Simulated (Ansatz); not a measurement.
# Structural relaxation of amorphous carbon (111 atoms)

Aim: bring amorphous carbon (111 atoms) to a nearby minimum of the energy and see what moves.

Method: Kohn-Sham DFT, r2SCAN, PAW (set soft_2), plane waves, in Ansatz 0.2.0.

## Step 1: Set-up

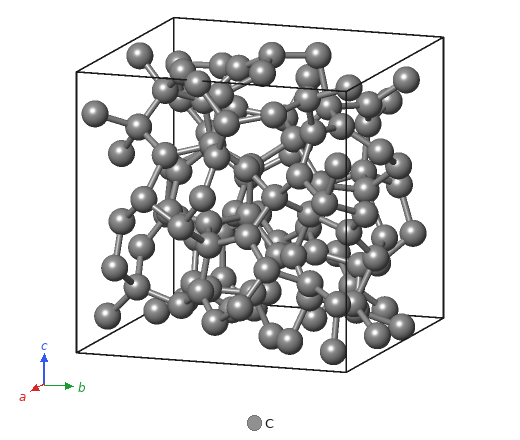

The starting structure, seen slightly off an axis (carbon grey). Some periodic images of atoms are drawn too.

The cell holds 111 atoms: 111 C. Its edges and angles: a = 8.867 Å, b = 8.867 Å, c = 8.867 Å, α = 90.0°, β = 90.0°, γ = 90.0°. 111 atoms (111 C) placed at random at 3.18 g/cm³, melted at 6000 K for 10 ps at fixed volume with the Tersoff potential (Tersoff, Phys. Rev. B 39, 5566 (1989)). Quenched from 6000 K to 300 K at 100 K/ps and fixed volume, annealed at 1500 K for 20 ps, held 5 ps.

Limits known from the start: The quench rate of 100 K/ps far exceeds what a furnace or splat quench reaches, so expect more defects and frozen-in strain than in a real sample. The starting topology of bonds comes from the classical model.

## Step 2: Single point at the start

The forces at the start show how far the geometry lies from a minimum of this functional.

input.yaml reads:

```yaml
crystal:
  lattice:
    - [8.8666, 0.0, 0.0]
    - [0.0, 8.8666, 0.0]
    - [0.0, 0.0, 8.8666]
  atoms:
    - { symbol: C, position: [0.79867, 0.41882, 0.37374] }
    - { symbol: C, position: [0.91418, 0.67519, 0.32489] }
    - { symbol: C, position: [0.55074, 0.94754, 0.31681] }
    - { symbol: C, position: [0.73376, 0.12877, 0.19143] }
    [... 101 atom lines left out ...]
    - { symbol: C, position: [0.05964, 0.04915, 0.72579] }
    - { symbol: C, position: [0.67414, 0.51373, 0.62735] }
    - { symbol: C, position: [0.65624, 0.56554, 0.96783] }
    - { symbol: C, position: [0.55624, 0.33108, 0.16431] }
    - { symbol: C, position: [0.55308, 0.82144, 0.7768] }
    - { symbol: C, position: [0.81402, 0.39366, 0.2094] }
kpoints:
  mp_grid: { grid: [2, 2, 2] }
hamiltonian:
  xc: r2scan
scf:
  occupations: { method: fermi_dirac, width: 0.025 }
output:
  forces: true
  stress: true
  populations: true
  dos:
    method: { smearing: { sigma: 0.08 } }
    de: 0.1
    projected: { site_lists: { C: [C] } }
  eigenvalues: true
```

Started as:

```
$ ansatz run input.yaml --threads 8 --pin off --max-ram 15872MiB --backend cpu --events-out ev --progress --plain --runs-dir out
```

Run time: 1.9 min. Hardware: 8 threads of Arm Neoverse V1, shared host; peak memory 12 GiB; 15 min of CPU time.

Numbers from this run:

| Quantity | Value |
| --- | --- |
| free energy | -27821.9825 eV |
| free energy per atom | -250.6485 eV/atom |
| SCF cycles | 13 |
| pressure | 15.08 GPa |
| r.m.s. force component | 1.507 eV/Å |
| longest force | 5.26 eV/Å |
| Fermi energy | 12.33 eV |
| levels partly filled by over 2 per cent | 12 |
| spilling of the projection | 0.006325 |

The r.m.s. force component of 1.5 eV/Å and the pressure of 15 GPa set the starting point.

Neighbours are counted within 1.93 Å (C-C).

Length of the force by element and coordination:

| element | coordination | atoms | mean length of the force (eV/Å) | spread | least | most |
| --- | --- | --- | --- | --- | --- | --- |
| C | all | 111 | 2.41 | 1.01 | 0.629 | 5.26 |
| C | 3 | 62 | 2.65 | 0.988 | 0.863 | 5.24 |
| C | 4 | 49 | 2.10 | 0.947 | 0.629 | 5.26 |

## Step 3: Relaxation

The atoms are relaxed in the fixed cell, aiming at the force tolerance of the input.

input.yaml, the sections that differ from step 2:

```yaml
output:
  forces: true
relax:
  f_tol: 0.05
  max_steps: 74
# crystal, kpoints, hamiltonian, scf: as in step 2
```

The job ended after 16 min (8 threads; peak memory 12 GiB; 2 h of CPU time).

Relaxation path (22 of 23):

| step | energy less that of the first step (eV) | largest force component (eV/Å) |
| --- | --- | --- |
| 1 | 0.0000 | 4.2809 |
| 2 | -9.6486 | 2.9641 |
| 3 | -15.8357 | 3.5516 |
| 4 | -20.2728 | 2.1036 |
| 5 | -23.3019 | 1.8470 |
| 6 | -23.7167 | 4.5004 |
| 7 | -26.0294 | 1.6947 |
| 8 | -26.1952 | 6.3257 |
| 9 | -27.6851 | 1.7066 |
| 10 | -28.2489 | 1.2367 |
| 11 | -28.6435 | 1.0142 |
| 13 | -29.1693 | 0.7595 |
| 14 | -29.2680 | 0.4857 |
| 15 | -29.2942 | 0.2354 |
| 16 | -29.3071 | 0.1883 |
| 17 | -29.3175 | 0.1757 |
| 18 | -29.3284 | 0.1297 |
| 19 | -29.3418 | 0.2355 |
| 20 | -29.3493 | 0.1866 |
| 21 | -29.3549 | 0.0881 |
| 22 | -29.3556 | 0.0676 |
| 23 | -29.3561 | 0.0240 |

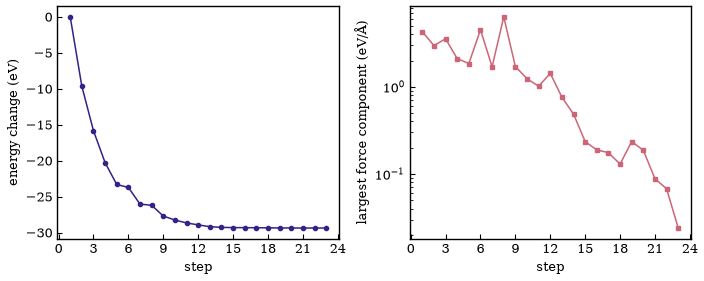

Energy and largest force along the relaxation.

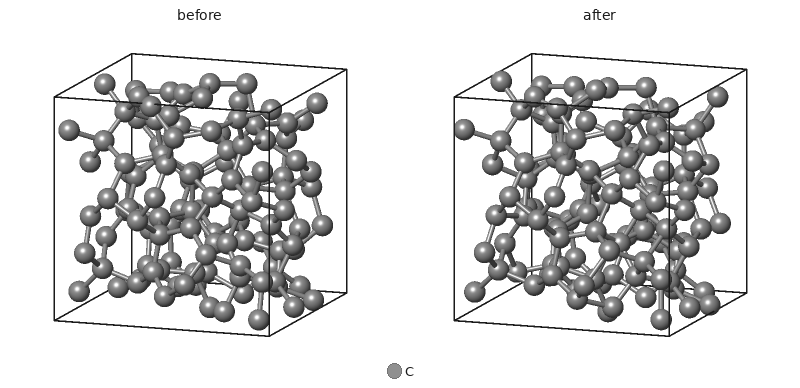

The structure before and after the relaxation, drawn at the same scale.

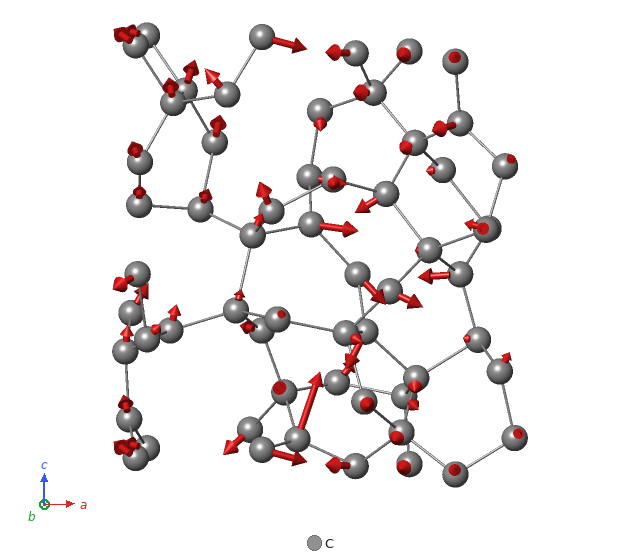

Displacements in the relaxation, exaggerated; the longest in the cell stands for 0.69 Å. Drawn is a slice 4 Å thick, seen along the normal of the ac plane.

The atoms that moved most (Å):

```
atom      dx      dy      dz  length
 C23   0.222   0.020   0.656   0.693
 C35   0.344   0.096   0.489   0.605
 C13  -0.112  -0.131  -0.530   0.557
 C64   0.408   0.326  -0.134   0.539
  C5  -0.307   0.398  -0.127   0.519
 C98  -0.246   0.430  -0.123   0.511
 C24  -0.005   0.389  -0.316   0.501
 C88   0.263  -0.373   0.200   0.498
```

The relaxation changed the energy by -264 meV/atom, and atoms moved by 0.28 Å r.m.s., 0.69 Å at most.

## Step 4: Local order after relaxation

Bonds before and after, by the cutoffs listed below:

```csv
pair,bonds before,bonds after,mean before (Å),mean after (Å),spread before (Å),spread after (Å)
C-C,191,212,1.499,1.545,0.068,0.084
```

Density 3.18 g/cm³, 6.280 Å³ an atom.

Pair distribution function in bins of 0.2 Å:

| r (Å) | total |
| --- | --- |
| 1.30 | 0.15 |
| 1.50 | 3.04 |
| 1.70 | 0.83 |
| 1.90 | 0.00 |
| 2.10 | 0.11 |
| 2.30 | 0.89 |
| 2.50 | 2.12 |
| 2.70 | 1.38 |
| 2.90 | 0.99 |
| 3.10 | 0.84 |
| 3.30 | 0.81 |
| 3.50 | 0.83 |
| 3.70 | 1.15 |
| 3.90 | 1.02 |
| 4.10 | 0.89 |
| 4.30 | 1.01 |

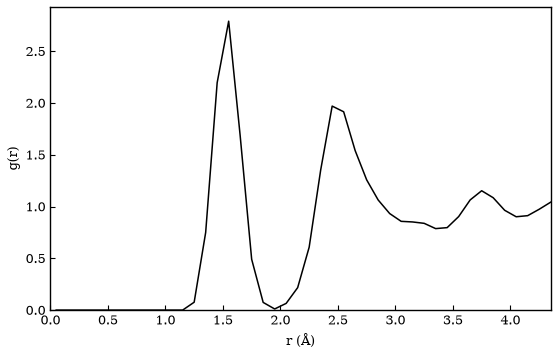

Pair distribution functions, lightly smoothed.

Bonds by pair of elements; cutoffs follow the first minimum of g(r), held within bounds set by covalent radii, and pairs that aren't listed don't count as bonded:

| pair A-B | cutoff (Å) | bonds | mean length (Å) | spread (Å) | shortest (Å) | B about A | A about B |
| --- | --- | --- | --- | --- | --- | --- | --- |
| C-C | 1.93 | 212 | 1.54 | 0.084 | 1.32 | 3.82 | 3.82 |

How many atoms have how many bonded neighbours:

| element | mean | 3 | 4 |
| --- | --- | --- | --- |
| C | 3.82 | 20 | 91 |

Bond angles, per cent of each kind in bins of 5°:

```
angle (°)  C-C-C
    50–55    0.2
    55–60    0.3
    60–65    0.5
    65–70    0.0
    70–75    0.0
    75–80    0.2
    80–85    0.5
    85–90    2.3
    90–95    4.0
   95–100    7.9
  100–105   13.9
  105–110   19.5
  110–115   16.8
  115–120   15.2
  120–125   11.1
  125–130    4.0
  130–135    2.3
  135–140    1.2
  140–145    0.2
  145–150    0.2
```

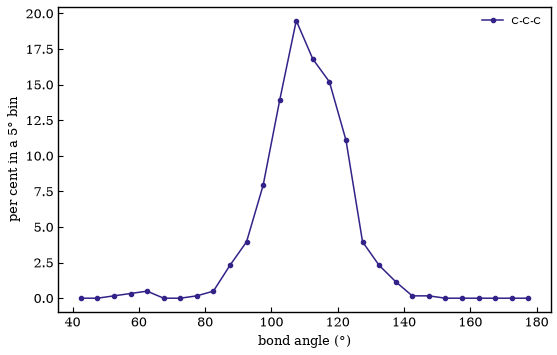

Distributions of the most common bond angles.

Bond angles (no mean is given where the spread exceeds 20°):

```csv
angle,count,mean (°),spread (°)
C-C-C,606,110,11.6
```

Bond length by coordination (bonds to H left out):

| element | coordination | atoms | mean bond length (Å) |
| --- | --- | --- | --- |
| C | 3 | 20 | 1.47 |
| C | 4 | 91 | 1.56 |

Rings of the network by King's shortest-path rule, up to 12 atoms, one path for each pair of neighbours; H, halogens, alkali and alkaline-earth atoms are left out, and the last column divides by all other atoms, bonded or not:

```csv
ring size (atoms),rings,per network atom
3,2,0.018
4,6,0.054
5,31,0.279
6,66,0.595
7,49,0.441
8,19,0.171
9,2,0.018
```

Counting bonds as in the table, 82 % of C atoms have 4 bonded neighbours. The C-C-C angle averages 110° with a spread of 12°. Read as hybridisation, 82 % of the carbon is sp3 and 18 % sp2. Bonds at C atoms with 3 neighbours average 1.47 Å, against 1.56 Å at those with 4. Rings of 6 atoms are the most common (38 % of those counted); sizes run from 3 to 9.

## Step 5: Single point at the relaxed geometry

The electronic structure is read at the final geometry, in a run of its own.

input.yaml reads:

```yaml
crystal:
  lattice:
    - [8.8666, 0.0, 0.0]
    - [0.0, 8.8666, 0.0]
    - [0.0, 0.0, 8.8666]
  atoms:
    - { symbol: C, position: [0.79471, 0.41819, 0.36007] }
    - { symbol: C, position: [0.917, 0.69157, 0.34491] }
    - { symbol: C, position: [0.56139, 0.93386, 0.31143] }
    - { symbol: C, position: [0.73114, 0.10883, 0.18229] }
    [... 101 atom lines left out ...]
    - { symbol: C, position: [0.05434, 0.07269, 0.74191] }
    - { symbol: C, position: [0.67428, 0.50998, 0.64325] }
    - { symbol: C, position: [0.65453, 0.53464, 0.0007] }
    - { symbol: C, position: [0.57266, 0.33526, 0.18322] }
    - { symbol: C, position: [0.55927, 0.81893, 0.77001] }
    - { symbol: C, position: [0.82628, 0.39333, 0.19615] }
kpoints:
  mp_grid: { grid: [2, 2, 2] }
hamiltonian:
  xc: r2scan
scf:
  occupations: { method: fermi_dirac, width: 0.025 }
output:
  forces: true
  stress: true
  populations: true
  dos:
    method: { smearing: { sigma: 0.08 } }
    de: 0.1
    projected: { site_lists: { C: [C] } }
  eigenvalues: true
  write_density: true
  write_potential: true
  volumetric_format: npy
  elf: true
```

It took 1.8 min on 8 threads; peak memory 12 GiB; 14 min of CPU time.

The run gave:

```yaml
free_energy: -27851.3386 eV
free_energy_per_atom: -250.9130 eV/atom
scf_cycles: 13
pressure: 3.093 GPa
r_m_s_force_component: 0.00593 eV/Å
longest_force: 0.02992 eV/Å
fermi_energy: 12.29 eV
levels_partly_filled_by_over_2_per_cent: 7
spilling_of_the_projection: 0.005361
```

The mean of these charges, 0.021 e, is only the charge that the projection spills.

Löwdin charges by element and coordination (they lack the spilled electrons, 0.021 e an atom on average):

```
element  coordination  atoms  mean charge (e)  spread   least    most
      C           all    111           0.0214  0.0301  -0.127   0.143
      C             3     20          -0.0015  0.0563  -0.127   0.143
      C             4     91           0.0265  0.0164  -0.027  0.0753
```

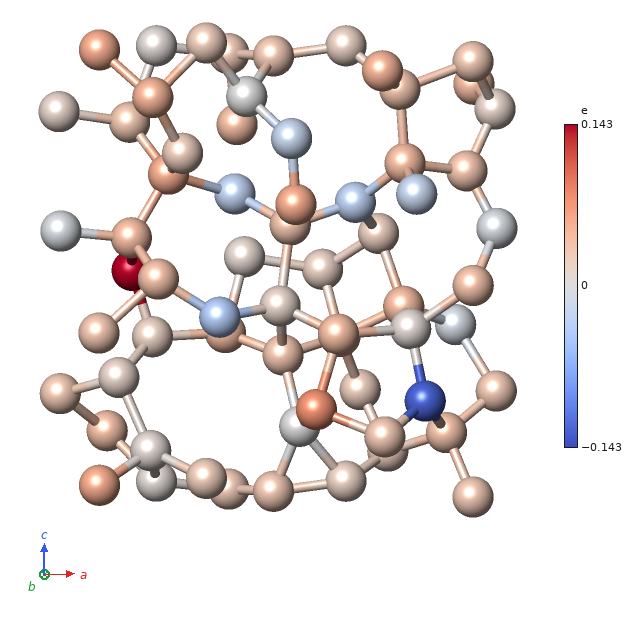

Atoms coloured by Löwdin charge. Drawn is a slice 4 Å thick, seen along the normal of the ac plane.

States in the cell by windows of 1 eV, zero at the Fermi level; the larger projections on atomic orbitals stand beside the total:

```csv
from (eV),to (eV),total,C p,C s
-14,-13,17.5,10.8,6.6
-13,-12,18.4,12.5,5.8
-12,-11,20.4,15.1,5.2
-11,-10,21.2,16.7,4.3
-10,-9,25.6,21.5,4.0
-9,-8,28.5,24.7,3.6
-8,-7,30.3,27.2,3.0
-7,-6,34.5,31.7,2.7
-6,-5,35.8,33.5,2.2
-5,-4,33.5,31.7,1.7
-4,-3,29.7,28.2,1.4
-3,-2,16.8,16.0,0.7
-2,-1,9.1,8.5,0.5
-1,0,5.8,5.3,0.5
0,1,6.2,5.5,0.5
1,2,7.1,6.0,0.9
2,3,9.1,7.5,1.2
3,4,12.3,8.8,2.7
4,5,22.8,15.9,5.0
```

The curve was stored every 0.10 eV, coarse against its broadening of 0.08 eV, so these counts are rough.

Between -24 and -14 eV lie 117 more states.

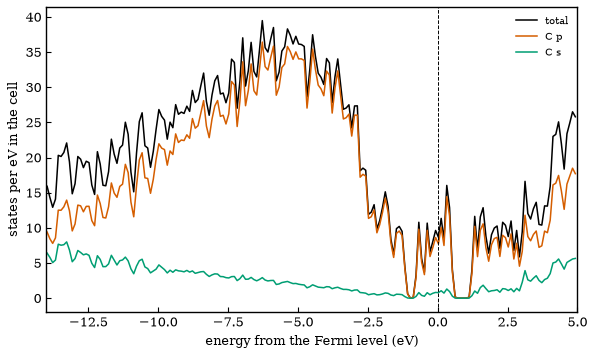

Total and projected density of states, with the broadening of the input.

The levels nearest the highest filled one (over half full), pooled over k-points and spins:

```
level less the highest filled one (eV)  occupation
                               -0.0797        1.99
                               -0.0779        1.99
                               -0.0609        1.98
                               -0.0496        1.97
                                -0.014        1.87
                                     0        1.78
                                 0.123       0.116
                                 0.125       0.106
                                 0.143       0.052
                                 0.145       0.049
                                 0.146       0.046
                                 0.159       0.028
```

Löwdin charges run from -0.13 to +0.14 e, about a mean that is the spilled charge alone. Within 0.4 eV of the Fermi level the largest share is C p (91 % of the projected weight).

## Step 6: What came out

```yaml
energy_change_in_the_relaxation: -264.5 meV/atom
r_m_s_displacement: 0.282 Å
largest_displacement: 0.693 Å
free_energy_per_atom: -250.9130 eV/atom
pressure: 3.093 GPa
r_m_s_force_component: 0.00593 eV/Å
wall_time_of_the_3_dft_runs: 20 min
```

**Reading.** Relaxation lowers the energy by 264 meV/atom and moves atoms by 0.28 Å r.m.s.; the r.m.s. force component goes from 1.5 to 0.0059 eV/Å, the pressure goes from 15 to 3.1 GPa. By the final cutoffs 0 of 191 bonded pairs parted and 21 joined. First to last step the energy falls by 29.356 eV; the largest move, 0.69 Å, is that of C23. The C-C bonds go from 1.499 Å (spread 0.068) to 1.545 Å (spread 0.084), and their number from 191 to 212. Counting bonds as in the table, 82 % of C atoms have 4 bonded neighbours. Read as hybridisation, 82 % of the carbon is sp3 and 18 % sp2. Counting bands leaves a spacing of only 0.12 eV (on the run's k-points), which the smearing bridges: 7 levels are partly filled by over 2 %, so a gap, if any, is small at this level.

Caveats: The network of bonds at the start is that of the classical potential that made the cell; in DFT 0 of its 191 bonded pairs passed out of the cutoffs and 21 came within them. The stress is far from hydrostatic: its diagonal is -5.0, 11.6, 2.7 GPa, compression counted positive. The pressure of 3.1 GPa shows the cell to be compressed for this functional.

[Logs are printed without paths, hosts, clocks, repeated set-up lines and the standing remarks that a program may print on its own settings, such as how far it seeks lower states.]

[Hosts, paths, dates, database ids (printed as entryN), source tags and the programs' standing remarks are cut or masked in the printed files.]
